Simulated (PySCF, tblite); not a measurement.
# C₁₄H₁₂BN: electronic excitations, NMR shifts

Aim: compute the electronic excitations, NMR shifts of C₁₄H₁₂BN (`B1C=CC2=CC=Cc3ccccc3C2=CN1`).

Programs: tblite 0.8.0 and PySCF 2.14.0, with routines of our own; each step states its level. All values are computed. Atoms count from 0.

### Step 1. The system as given

28 atoms, charge 0, multiplicity 1; geometry from: force field, distance geometry or constructed start.

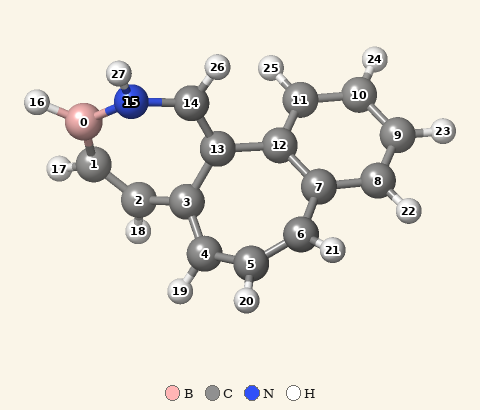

The starting geometry (boron pink, carbon grey, nitrogen blue, hydrogen white).

### Step 2. Relaxing the molecule with GFN2-xTB

The job: settings as JSON, then the geometry in Å.

```
{"job": {"kind": "relax", "xc": "GFN2-xTB", "basis": "xTB"}, "charge": 0, "multiplicity": 1}
B     -3.676800     0.255600     0.669900
C     -3.376800    -0.578900    -0.621600
C     -2.201000    -1.173600    -0.875000
C     -1.015200    -1.075200    -0.015400
C     -0.346100    -2.209500     0.269800
C      0.846900    -2.298900     1.124900
C      1.860100    -1.418100     1.169300
C      1.977000    -0.181400     0.365200
C      3.265700     0.242500     0.001400
C      3.444000     1.428300    -0.712200
C      2.345400     2.209500    -1.066100
C      1.059800     1.809800    -0.695400
C      0.858100     0.619100     0.027900
C     -0.508300     0.240000     0.413400
C     -1.252200     1.112200     1.129800
N     -2.593600     0.851400     1.565500
H     -4.811800     0.473500     0.941000
H     -4.206100    -0.773100    -1.282900
H     -2.157200    -1.828700    -1.732600
H     -0.765400    -3.152900    -0.052100
H      0.962500    -3.211600     1.694000
H      2.712700    -1.687700     1.783900
H      4.135600    -0.339200     0.277200
H      4.440100     1.738700    -0.994900
H      2.491700     3.132100    -1.616900
H      0.213300     2.432100    -0.971000
H     -0.785300     2.026100     1.475500
H     -2.929500     1.374100     2.398800
```

Launch:

```bash
> OMP_NUM_THREADS=1 python large_run.py task.json out
```

One launch serves the whole session: the jobs run in the order shown.

What it wrote:

```text
step      E/eV     max force
  0   -1093.64823    2.406
  1   -1093.89021    1.217
  2   -1094.00580    1.392
  3   -1094.05742    0.575
  4   -1094.10587    0.474
  5   -1094.12500    0.375
  6   -1094.13694    0.231
  7   -1094.14372    0.183
  8   -1094.15073    0.180
  9   -1094.15576    0.134
 10   -1094.15957    0.116
 11   -1094.16285    0.119
 12   -1094.16643    0.157
 13   -1094.17059    0.142
 14   -1094.17525    0.201
 15   -1094.17985    0.187
 16   -1094.18375    0.128
 17   -1094.18673    0.124
 18   -1094.18912    0.130
 19   -1094.19132    0.110
 20   -1094.19325    0.089
 21   -1094.19474    0.086
 22   -1094.19588    0.080
 23   -1094.19687    0.075
 24   -1094.19780    0.069
 25   -1094.19860    0.050
 26   -1094.19920    0.046
 27   -1094.19971    0.040
 28   -1094.20022    0.053
 29   -1094.20075    0.047
 30   -1094.20124    0.039
 31   -1094.20165    0.037
 32   -1094.20196    0.035
 33   -1094.20222    0.032
 34   -1094.20246    0.031
 35   -1094.20266    0.032
 36   -1094.20282    0.025
 37   -1094.20295    0.024
 38   -1094.20307    0.027
 39   -1094.20321    0.026
 40   -1094.20336    0.029
 41   -1094.20352    0.030
 42   -1094.20370    0.029
 43   -1094.20393    0.030
 44   -1094.20422    0.034
 45   -1094.20452    0.043
 46   -1094.20479    0.041
 47   -1094.20503    0.032
 48   -1094.20526    0.029
 49   -1094.20549    0.030
 50   -1094.20569    0.026
 51   -1094.20584    0.022
 52   -1094.20596    0.020
```

Run time: 1.2 s. Hardware: 1 thread of Arm Neoverse N1, shared host; peak memory 0.19 GiB.

Relaxation path:

```csv
step,energy from step 0 (eV),largest force (eV/Å)
0,0.0000,2.4059
1,-0.2420,1.2170
2,-0.3576,1.3921
3,-0.4092,0.5745
4,-0.4576,0.4740
5,-0.4768,0.3743
6,-0.4887,0.2307
7,-0.4955,0.1828
8,-0.5025,0.1797
11,-0.5146,0.1192
15,-0.5316,0.1871
18,-0.5409,0.1304
22,-0.5476,0.0798
26,-0.5510,0.0456
29,-0.5525,0.0473
33,-0.5540,0.0322
37,-0.5547,0.0242
40,-0.5551,0.0291
44,-0.5560,0.0347
48,-0.5570,0.0292
49,-0.5573,0.0299
50,-0.5575,0.0260
51,-0.5576,0.0221
52,-0.5577,0.0196
```

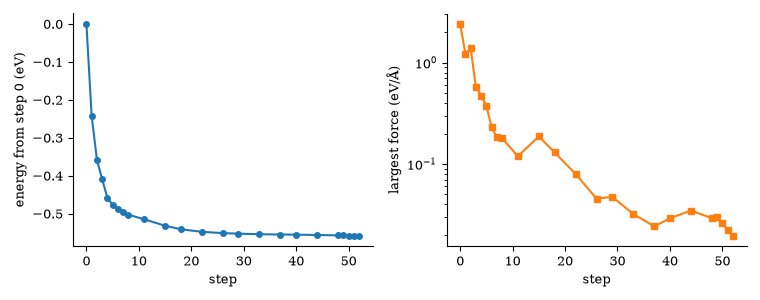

Energy and force, step by step.

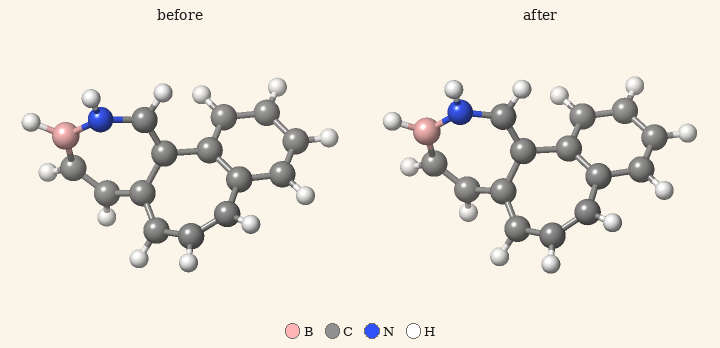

Before and after, at one scale.

Distances of close pairs at the start and the end, largest changes first:

```csv
bond,before (Å),after (Å),change (Å)
B0–N15,1.527,1.396,-0.131
C14–N15,1.434,1.389,-0.045
C4–C5,1.471,1.435,-0.036
C6–C7,1.480,1.449,-0.031
N15–H27,1.039,1.011,-0.029
B0–C1,1.567,1.550,-0.016
C8–C9,1.395,1.379,-0.016
C11–C12,1.408,1.392,-0.015
```

The next job starts from the end point, and lists it.

### Step 3. Vibrational analysis with GFN2-xTB

The job: settings as JSON, then the geometry in Å.

```
{"job": {"kind": "ir", "xc": "GFN2-xTB", "basis": "xTB"}, "charge": 0, "multiplicity": 1}
B     -3.644594     0.297160     0.738140
C     -3.345348    -0.537790    -0.533279
C     -2.193635    -1.150564    -0.829518
C     -0.983154    -1.110110    -0.008635
C     -0.307383    -2.244030     0.264315
C      0.898113    -2.360378     1.033282
C      1.878390    -1.447495     1.138888
C      1.959931    -0.185966     0.430870
C      3.232639     0.285362     0.092567
C      3.404686     1.440362    -0.641093
C      2.295680     2.164855    -1.050094
C      1.030977     1.732494    -0.697033
C      0.843523     0.574060     0.052541
C     -0.536500     0.212636     0.440491
C     -1.298399     1.122174     1.064701
N     -2.640082     1.002466     1.402934
H     -4.740561     0.395284     1.147964
H     -4.164440    -0.697290    -1.227938
H     -2.113317    -1.769390    -1.719568
H     -0.743037    -3.179881    -0.066087
H      1.044380    -3.318778     1.516490
H      2.766359    -1.713273     1.699171
H      4.095969    -0.289193     0.398899
H      4.399372     1.774428    -0.899047
H      2.417700     3.068308    -1.630050
H      0.162155     2.298384    -1.003941
H     -0.834541     2.050476     1.381543
H     -2.897421     1.602103     2.174948
```

What it wrote:

```text
mode    cm-1     km/mol
  1      64.9      0.27
  2      80.9      0.01
  3     106.2      0.14
  4     135.4      0.32
  5     188.3      1.51
  6     212.6      0.63
  7     263.9      0.36
  8     294.8      0.09
  9     304.0      0.30
 10     341.4      3.08
 11     388.4      1.14
 12     396.4      1.22
 13     406.7      0.83
 14     452.7      2.52
 15     484.1      3.75
 16     510.5      0.89
 17     536.8      1.62
 18     544.5      0.89
 19     609.0      1.60
 20     651.2      8.28
 21     657.9      5.19
 22     675.1      3.26
 23     711.3      5.57
 24     732.2     20.08
 25     755.5      4.14
 26     771.3      9.16
 27     788.6     39.44
 28     798.5     26.01
 29     802.8     88.09
 30     841.7      5.07
 31     843.6      7.10
 32     863.8      9.41
 33     875.5      6.48
 34     881.8      0.28
 35     916.6      0.61
 36     920.7      0.20
 37     927.6      0.08
 38     935.2      6.99
 39     953.0      0.84
 40     988.1      1.26
 41    1064.3      4.22
 42    1101.5      0.43
 43    1119.7     15.63
 44    1142.5     15.81
 45    1183.0      0.00
 46    1189.5     38.38
 47    1209.9      0.87
 48    1222.3      2.31
 49    1232.5      5.15
 50    1262.4     15.32
 51    1267.0      1.23
 52    1292.3     20.23
 53    1313.5     31.12
 54    1326.5      2.38
 55    1361.2      9.14
 56    1374.7     18.89
 57    1390.2     10.91
 58    1420.4    168.69
 59    1430.8      6.19
 60    1475.4      6.36
 61    1561.0      6.78
 62    1575.3      4.88
 63    1599.6     10.75
 64    1629.2     13.22
 65    1647.6     24.78
 66    1670.8     53.01
 67    2603.9    282.60
 68    2988.1     34.31
 69    3021.1     92.61
 70    3021.4     46.58
 71    3035.5      7.20
 72    3041.5     47.84
 73    3054.3     78.76
 74    3065.1     22.44
 75    3066.8      6.85
 76    3075.9     77.08
 77    3086.3     77.91
 78    3416.1      0.49
```

It took 3.6 s on 1 thread of Arm Neoverse N1, shared host; peak memory 0.19 GiB.

The strongest bands and the atoms that carry them (share of the mass-weighted mode):

```csv
cm⁻¹,km/mol,atoms
803,88.1,"H16 26 %, B0 16 %, H18 13 %, H17 11 %"
1420,168.7,"N15 46 %, B0 23 %, H27 15 %"
1671,53.0,"C13 37 %, C14 34 %, C3 10 %"
2604,282.6,H16 92 %
3021,92.6,"H26 68 %, H17 23 %"
3054,78.8,"H20 41 %, H21 40 %"
3076,77.1,"H23 28 %, H24 27 %, H25 21 %, H22 16 %"
3086,77.9,"H23 40 %, H24 38 %"
```

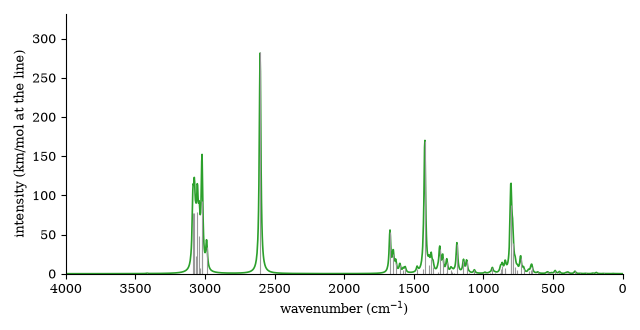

The infrared spectrum from these modes, unscaled. Lines are broadened to a width of 14 cm⁻¹ (Lorentzian).

### Step 4. Electronic excitations: TDDFT PBE0/6-31G*

Settings changed since step 3:

```diff
@@ -1,2 +1,2 @@
-{"job": {"kind": "ir", "xc": "GFN2-xTB", "basis": "xTB"}, "charge": 0, "multiplicity": 1}
+{"job": {"kind": "uv", "basis": "6-31G*", "grid": 1, "kgrid": 0, "vcut": null, "nstates": 8, "ntriplets": 3, "tda": false, "delta": ["ip_vertical"], "pop": true, "xc": "PBE0"}, "charge": 0, "multiplicity": 1}
 B     -3.644594     0.297160     0.738140
```

Method: TDDFT PBE0/6-31G*, vertical, gas phase, core orbitals frozen in the response.

What it wrote:

```text
start: PBE on a coarse grid of 23475 points
cycle   1  E = -619.4917940001  dE =  2.511e+00  |g| = 7.527e-01  |ddm| = 5.875e+00
cycle   2  E = -619.3806271420  dE =  1.112e-01  |g| = 9.824e-01  |ddm| = 2.315e+00
cycle   3  E = -619.6482483757  dE = -2.676e-01  |g| = 2.146e-01  |ddm| = 1.537e+00
cycle   4  E = -619.6592678912  dE = -1.102e-02  |g| = 7.662e-02  |ddm| = 2.774e-01
cycle   5  E = -619.6606342073  dE = -1.366e-03  |g| = 2.585e-02  |ddm| = 9.617e-02
cycle   6  E = -619.6607527267  dE = -1.185e-04  |g| = 1.352e-02  |ddm| = 4.022e-02
cycle   7  E = -619.6607941450  dE = -4.142e-05  |g| = 5.885e-03  |ddm| = 2.126e-02
final grid: 103101 points
cycle   8  E = -619.5566955625  dE = -7.496e-03  |g| = 3.997e-02  |ddm| = 7.121e-01
cycle   9  E = -619.5565741655  dE =  1.214e-04  |g| = 4.616e-02  |ddm| = 1.146e-01
cycle  10  E = -619.5571186290  dE = -5.445e-04  |g| = 1.739e-02  |ddm| = 7.346e-02
cycle  11  E = -619.5572010164  dE = -8.239e-05  |g| = 2.760e-03  |ddm| = 2.043e-02
cycle  12  E = -619.5572031814  dE = -2.165e-06  |g| = 1.150e-03  |ddm| = 4.180e-03
cycle  13  E = -619.5572053109  dE = -2.130e-06  |g| = 6.554e-04  |ddm| = 2.179e-03
cycle  14  E = -619.5572040155  dE =  1.295e-06  |g| = 1.158e-04  |ddm| = 9.191e-04
cycle  15  E = -619.5572051386  dE = -1.123e-06  |g| = 5.841e-05  |ddm| = 2.052e-04
converged SCF energy = -619.5572051386
Vertical ionisation energy (delta-SCF) = 6.8702 eV   <S^2> = 0.760

Static polarisability (au): isotropic 164.871, principal 95.317 162.790 236.507

Singlet excitations
state   eV       nm        f      main configurations
  1   3.1475    393.9   0.02860   H->L 0.94
  2   3.9134    316.8   0.06748   H->L+1 0.84, H-1->L 0.11
  3   4.4975    275.7   0.03609   H->L+2 0.68, H-2->L 0.20, H-1->L 0.09
  4   4.5504    272.5   0.26504   H-1->L 0.71
  5   4.8287    256.8   0.03236   H->L+3 0.82
  6   5.1732    239.7   0.20352   H-2->L 0.59, H->L+2 0.18
  7   5.1905    238.9   0.12856   H-1->L+1 0.75, H-3->L 0.12
  8   5.3295    232.6   0.08544   H-2->L+1 0.41, H-3->L 0.24, H->L+3 0.10

Triplet excitations (Tamm-Dancoff, eV): 2.3546 3.1421 3.4492
```

Run time: 2 min. Hardware: 1 thread of Arm Neoverse N1, shared host; peak memory 0.56 GiB.

The orbitals next to the gap, with their largest atomic shares:

```csv
orbital,eV,atoms
HOMO−4,-8.00,"C2 21 %, C1 14 %, C6 12 %"
HOMO−3,-7.48,"C12 15 %, C8 13 %, C1 12 %"
HOMO−2,-6.95,"C10 17 %, C7 17 %, C4 13 %"
HOMO−1,-6.54,"C11 16 %, C8 13 %, C13 12 %"
HOMO,-5.39,"C6 13 %, C4 12 %, C14 11 %"
LUMO,-1.24,"C3 13 %, C6 13 %, C1 13 %"
LUMO+1,-0.51,"B0 22 %, C14 12 %, C2 10 %"
LUMO+2,0.01,"C7 15 %, C10 14 %, C4 10 %"
LUMO+3,0.50,"C8 21 %, C11 19 %, C12 16 %"
```

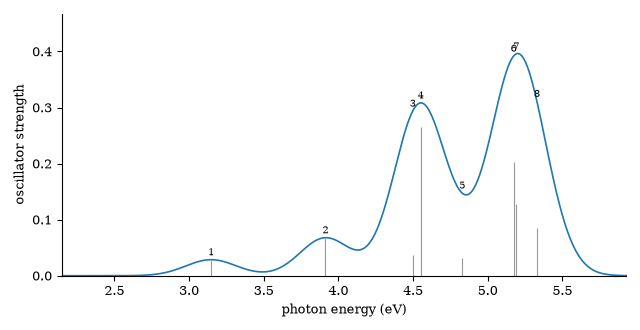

Absorption spectrum from the 8 singlet states computed; above the last one it falls off for lack of states. Lines are broadened to a width of 0.40 eV (Gaussian).

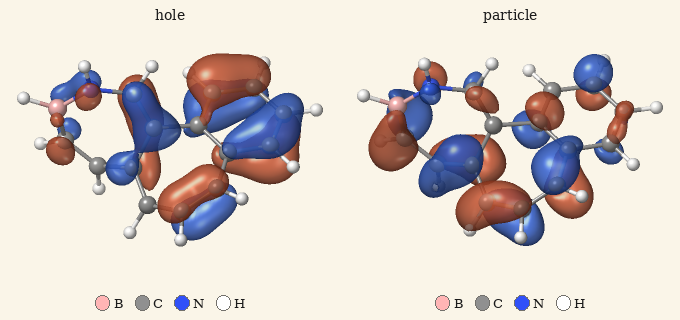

Leading natural transition orbitals of singlet state 4: the electron leaves the hole (left) for the particle orbital (right).

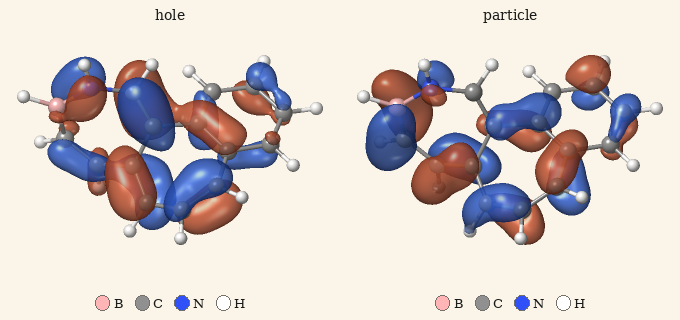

Leading natural transition orbitals of singlet state 1: the electron leaves the hole (left) for the particle orbital (right).

Ground-state properties from the same run:

```csv
property,computed
dipole moment (D),1.17
polarisability (Å³),24.43
HOMO–LUMO gap (eV),4.15
−ε(HOMO) (eV),5.39
```

Orbitals, density, ELF and potential are computed afterwards from the orbital file.

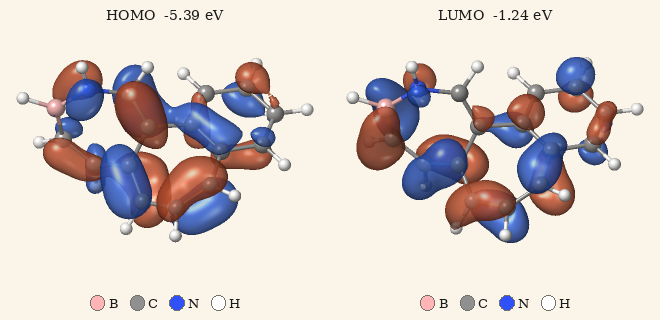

Frontier orbitals at PBE0/6-31G*; each surface holds 70 % of the orbital's density, blue and red mark the sign.

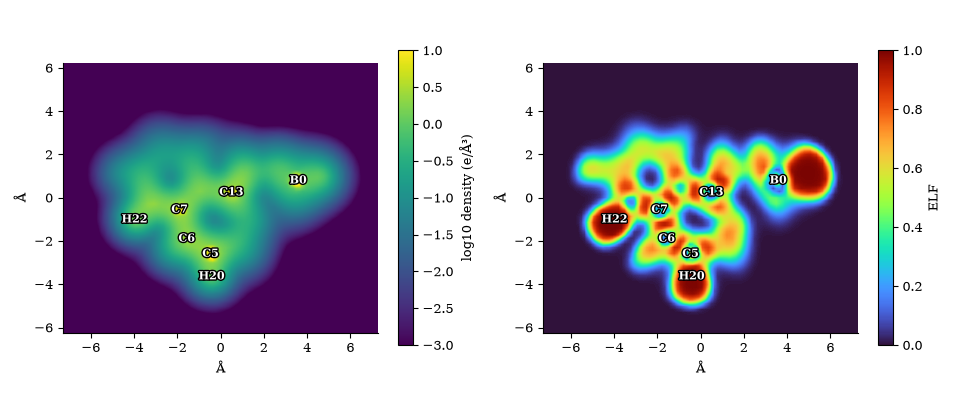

Density (left) and ELF (right) in a plane through or near 7 of the atoms.

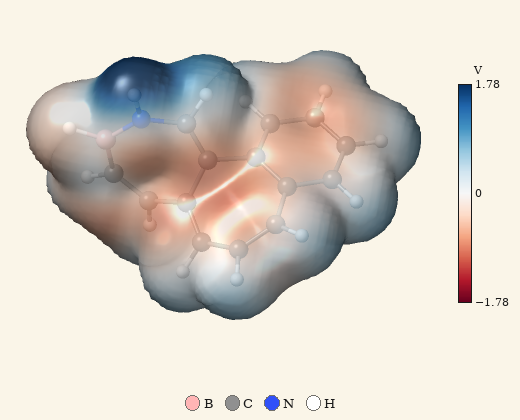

Electrostatic potential on the surface of density 0.002 e/bohr³; red is low, blue high. It runs, from the 1st to the 99th percentile, from -0.83 V near C5 to 1.78 V near H27.

[end of part 1 of 2]
